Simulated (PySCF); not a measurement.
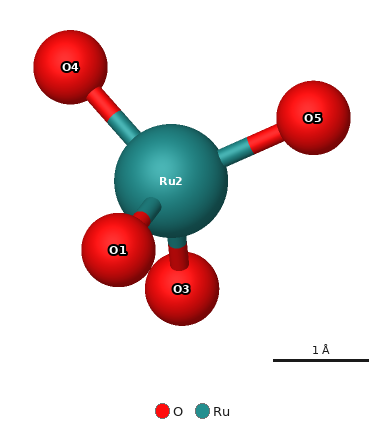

The input geometry (ball-and-stick view, seen at a tilt; atoms are numbered from 1 in the order of the input). Sticks mark near contacts.

# Energy and gradient calculation of RuO4

System: RuO4, SMILES [O]=[Ru](=[O])(=[O])=[O].
Method: HF/3-21G, RHF (PySCF 2.14.0).

The geometry comes from this level: PBE0-D4/def2-TZVP. Figures and captions count atoms from 1; the log counts them from 0 in places.

## Log
```
PySCF version 2.14.0

[INPUT] num. atoms = 5
[INPUT] num. electrons = 76
[INPUT] charge = 0
[INPUT] spin (= nelec alpha-beta = 2S) = 0
[INPUT] symmetry False subgroup None
[INPUT] Mole.unit = angstrom
[INPUT] Symbol           X                Y                Z      unit          X                Y                Z       unit  Magmom
[INPUT]  1 O     -0.839900000000  -0.286700000000   1.406400000000 AA   -1.587180972022  -0.541784479913   2.657710821588 Bohr   0.0
[INPUT]  2 Ru     0.000000000000   0.000000000000   0.000000000000 AA    0.000000000000   0.000000000000   0.000000000000 Bohr   0.0
[INPUT]  3 O      1.399200000000  -0.898800000000  -0.003100000000 AA    2.644104793491  -1.698485840759  -0.005858150986 Bohr   0.0
[INPUT]  4 O     -0.938400000000  -0.430700000000  -1.303700000000 AA   -1.773318995292  -0.813905041850  -2.463635948595 Bohr   0.0
[INPUT]  5 O      0.379100000000   1.616200000000  -0.099600000000 AA    0.716395173823   3.054175362522  -0.188216722007 Bohr   0.0

nuclear repulsion = 522.851786280769
number of shells = 34
number of NR pGTOs = 141
number of NR cGTOs = 72
basis = 3-21g
ecp = {}

******** <class 'pyscf.scf.hf.RHF'> ********
method = RHF
initial guess = minao
damping factor = 0
level_shift factor = 0
DIIS = <class 'pyscf.scf.diis.CDIIS'>
diis_start_cycle = 1
diis_space = 8
diis_damp = 0
SCF conv_tol = 1e-10
SCF conv_tol_grad = None
SCF max_cycles = 50
direct_scf = True
direct_scf_tol = 1e-13
Set gradient conv threshold to 1e-05
Initial guess from minao.
init E= -4710.70859081954
  HOMO = -0.411393216752489  LUMO = 0.0289664241631168  gap/eV = 11.98280
cycle= 1 E= -4716.00325257377  delta_E= -5.29  |g|= 2.76  |ddm|= 3.39
  HOMO = -0.485160177532306  LUMO = -0.404862064733739  gap/eV = 2.18502
cycle= 2 E= -4713.13969503734  delta_E= 2.86  |g|= 4.61  |ddm|= 4.67
  HOMO = -0.519593794236625  LUMO = -0.175071418351278  gap/eV = 9.37493
cycle= 3 E= -4717.87401167541  delta_E= -4.73  |g|= 0.295  |ddm|= 2.96
  HOMO = -0.52692275805014  LUMO = -0.12590457559577  gap/eV = 10.91226
cycle= 4 E= -4717.88878516932  delta_E= -0.0148  |g|= 0.0949  |ddm|= 0.143
  HOMO = -0.520723124184525  LUMO = -0.112445525938556  gap/eV = 11.10980
cycle= 5 E= -4717.89077125024  delta_E= -0.00199  |g|= 0.0304  |ddm|= 0.0583
  HOMO = -0.523126885614788  LUMO = -0.111094575661721  gap/eV = 11.21197
cycle= 6 E= -4717.89126952909  delta_E= -0.000498  |g|= 0.0131  |ddm|= 0.0475
  HOMO = -0.523500261377551  LUMO = -0.110177536296226  gap/eV = 11.24708
cycle= 7 E= -4717.89140688949  delta_E= -0.000137  |g|= 0.0122  |ddm|= 0.0262
  HOMO = -0.524741486645939  LUMO = -0.108940198524017  gap/eV = 11.31453
cycle= 8 E= -4717.89155181062  delta_E= -0.000145  |g|= 0.00386  |ddm|= 0.0393
  HOMO = -0.525006736106195  LUMO = -0.108787727112351  gap/eV = 11.32590
cycle= 9 E= -4717.8915750502  delta_E= -2.32e-05  |g|= 0.00128  |ddm|= 0.0228
  HOMO = -0.524966205526814  LUMO = -0.108656486903776  gap/eV = 11.32836
cycle= 10 E= -4717.89157545027  delta_E= -4e-07  |g|= 0.000211  |ddm|= 0.00123
  HOMO = -0.524942965752198  LUMO = -0.108649127626242  gap/eV = 11.32793
cycle= 11 E= -4717.89157547544  delta_E= -2.52e-08  |g|= 4.5e-05  |ddm|= 0.000507
  HOMO = -0.524945364813905  LUMO = -0.108648412331746  gap/eV = 11.32802
cycle= 12 E= -4717.891575476  delta_E= -5.66e-10  |g|= 3.8e-05  |ddm|= 6.46e-05
  HOMO = -0.524947249241149  LUMO = -0.108647349850705  gap/eV = 11.32810
cycle= 13 E= -4717.89157547643  delta_E= -4.29e-10  |g|= 5.91e-06  |ddm|= 4.67e-05
  HOMO = -0.524949361307912  LUMO = -0.108647756458825  gap/eV = 11.32814
cycle= 14 E= -4717.89157547647  delta_E= -4e-11  |g|= 1.08e-06  |ddm|= 2.29e-05
  HOMO = -0.524949301421499  LUMO = -0.108647637752714  gap/eV = 11.32815
```

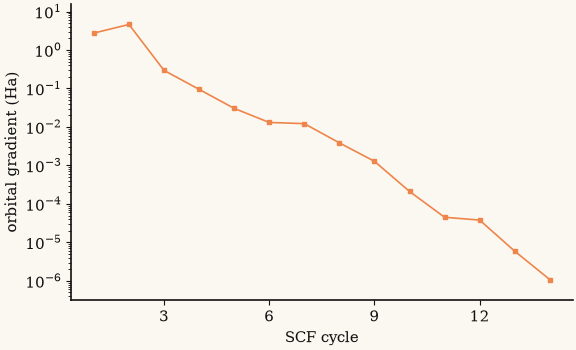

Convergence of the self-consistent field: orbital gradient against the SCF cycle. The residual falls almost steadily, with no more than small rises.

```
Extra cycle  E= -4717.89157547649  delta_E= -1.73e-11  |g|= 8.67e-07  |ddm|= 2.53e-06
converged SCF energy = -4717.89157547649
E(HF) = -4717.891575476

******** <class 'pyscf.grad.rhf.Gradients'> for <class 'pyscf.scf.hf.RHF'> ********
unit = Eh/Bohr
--------------- RHF gradients ---------------
         x                y                z
0 O     0.0159751016     0.0054534244    -0.0267487075
1 Ru     0.0000082923    -0.0000297406     0.0000365786
2 O    -0.0266063929     0.0170896063     0.0000589657
3 O     0.0178202572     0.0081747909     0.0247578885
4 O    -0.0071972582    -0.0306880810     0.0018952746
----------------------------------------------
Dipole moment(X, Y, Z, Debye):  0.00003, -0.00009,  0.00011
 ** Mulliken pop  **
pop of  0 O 1s            1.98729
pop of  0 O 2s            0.45355
pop of  0 O 3s            1.56077
pop of  0 O 2px           0.66353
pop of  0 O 2py           0.70016
pop of  0 O 2pz           0.58875
pop of  0 O 3px           0.83550
pop of  0 O 3py           0.88290
pop of  0 O 3pz           0.73871
pop of  1 Ru 1s           1.99996
pop of  1 Ru 2s           1.99987
pop of  1 Ru 3s           1.99855
pop of  1 Ru 4s           2.00597
pop of  1 Ru 5s           0.13884
pop of  1 Ru 6s           0.02772
pop of  1 Ru 2px          1.99960
pop of  1 Ru 2py          1.99960
pop of  1 Ru 2pz          1.99960
pop of  1 Ru 3px          1.99978
pop of  1 Ru 3py          1.99978
pop of  1 Ru 3pz          1.99978
pop of  1 Ru 4px          1.98845
pop of  1 Ru 4py          1.98845
pop of  1 Ru 4pz          1.98845
pop of  1 Ru 5px          0.14837
pop of  1 Ru 5py          0.14837
pop of  1 Ru 5pz          0.14837
pop of  1 Ru 6px          0.00405
pop of  1 Ru 6py          0.00405
pop of  1 Ru 6pz          0.00405
pop of  1 Ru 3dxy         1.96363
pop of  1 Ru 3dyz         1.96147
pop of  1 Ru 3dz^2        1.96412
pop of  1 Ru 3dxz         1.96456
pop of  1 Ru 3dx2-y2      1.96350
pop of  1 Ru 4dxy         0.75039
pop of  1 Ru 4dyz         0.65334
pop of  1 Ru 4dz^2        0.77200
pop of  1 Ru 4dxz         0.79183
pop of  1 Ru 4dx2-y2      0.74421
pop of  1 Ru 5dxy         0.44233
pop of  1 Ru 5dyz         0.49768
pop of  1 Ru 5dz^2        0.43000
pop of  1 Ru 5dxz         0.41870
pop of  1 Ru 5dx2-y2      0.44587
pop of  2 O 1s            1.98729
pop of  2 O 2s            0.45355
pop of  2 O 3s            1.56077
pop of  2 O 2px           0.58993
pop of  2 O 2py           0.65752
pop of  2 O 2pz           0.70500
pop of  2 O 3px           0.74025
pop of  2 O 3py           0.82771
pop of  2 O 3pz           0.88916
pop of  3 O 1s            1.98729
pop of  3 O 2s            0.45355
pop of  3 O 3s            1.56077
pop of  3 O 2px           0.65324
pop of  3 O 2py           0.69410
pop of  3 O 2pz           0.60509
pop of  3 O 3px           0.82219
pop of  3 O 3py           0.87506
pop of  3 O 3pz           0.75989
pop of  4 O 1s            1.98729
pop of  4 O 2s            0.45355
pop of  4 O 3s            1.56077
pop of  4 O 2px           0.69656
pop of  4 O 2py           0.55145
pop of  4 O 2pz           0.70442
pop of  4 O 3px           0.87824
pop of  4 O 3py           0.69048
pop of  4 O 3pz           0.88842
 ** Mulliken atomic charges  **
charge of    0O =     -0.41117
charge of    1Ru =      1.64469
charge of    2O =     -0.41117
charge of    3O =     -0.41118
charge of    4O =     -0.41118
```

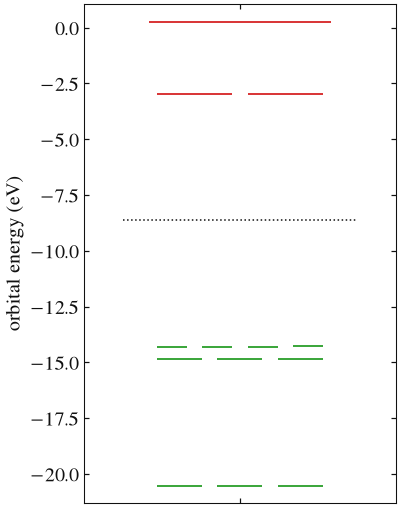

Orbital energies near the frontier; the dotted line parts filled from empty levels, and levels within 0.02 eV of each other stand side by side. Highest filled −14.28 eV, lowest empty −2.96 eV, 11.32 eV apart.

This output came from the following input.

## Input file (input.py)
```python
import pyscf.grad
from pyscf import gto, scf

mol = gto.Mole()
mol.atom = [
    ('O', (-0.839900, -0.286700, 1.406400)),
    ('Ru', (0.000000, 0.000000, 0.000000)),
    ('O', (1.399200, -0.898800, -0.003100)),
    ('O', (-0.938400, -0.430700, -1.303700)),
    ('O', (0.379100, 1.616200, -0.099600)),
]
mol.verbose = 4
mol.basis = '3-21g'
mol.max_memory = 1860
mol.build()

hf = scf.RHF(mol)
hf.conv_tol = 1e-10
hf.kernel()
if not hf.converged:
    hf = hf.newton().run(hf.mo_coeff, hf.mo_occ)

e_tot = hf.e_tot
print('E(%s) = %.9f' % ('HF', e_tot))
grad = hf.Gradients().kernel()
dip = hf.dip_moment()
pop, q = hf.mulliken_pop()
```

Launched with:
```bash
OMP_NUM_THREADS=1 python input.py
```

## Summary

| quantity | value |
| --- | --- |
| outcome | converged |
| total energy | −4717.891575 hartree |
| basis functions | 72 |
| largest force | 1.626 eV/Å |
| HOMO | −14.28 eV |
| LUMO | −2.96 eV |
| dipole moment | 0.00 D |
| hardware | 1 thread of Intel Xeon @ 2.50GHz (Skylake/Cascade Lake), 189 GiB of memory available, shared host |
| wall time | 13 s |
| peak memory | 0.14 GiB |

The record of the run, not the program, notes: no relativistic term for heavy atoms.
